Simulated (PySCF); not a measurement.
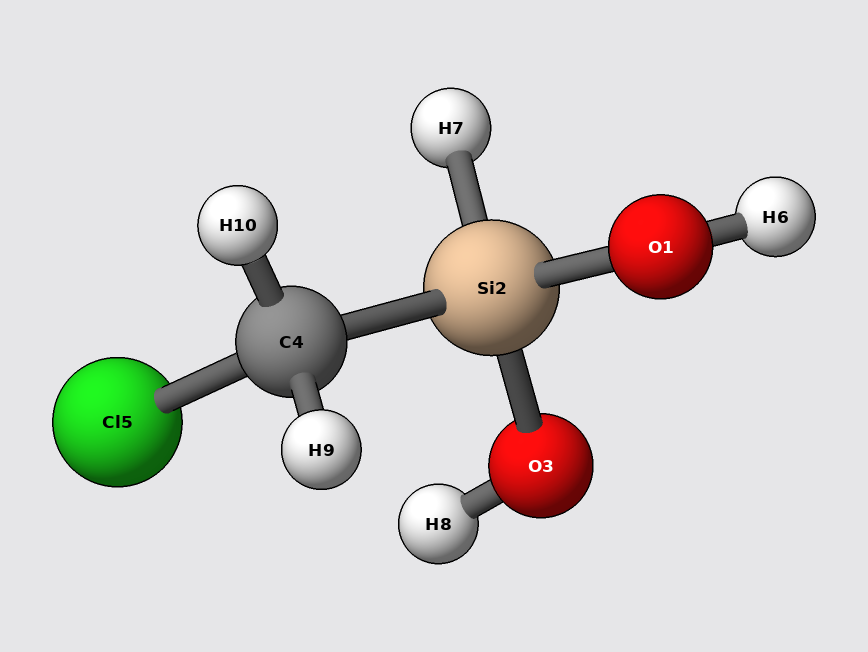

The computed structure is the end point of a PBE0-D3(BJ)/def2-SVP optimisation. No frequency run is at hand to confirm it as a minimum. Level of theory: GIAO HF/pcSseg-2 NMR shielding, non-relativistic, gas phase (PySCF 2.14.0). Principal shieldings σ11 ≤ σ22 ≤ σ33, span Ω = σ33 − σ11, skew κ = 3(σiso − σ22)/Ω.

Give the shielding tensors of the C atoms.

```tsv
atom	σ11	σ22	σ33	σiso	Ω	κ
C4	144.4	147.9	190.8	161.1	46.4	0.85
```

Shieldings and span in ppm.
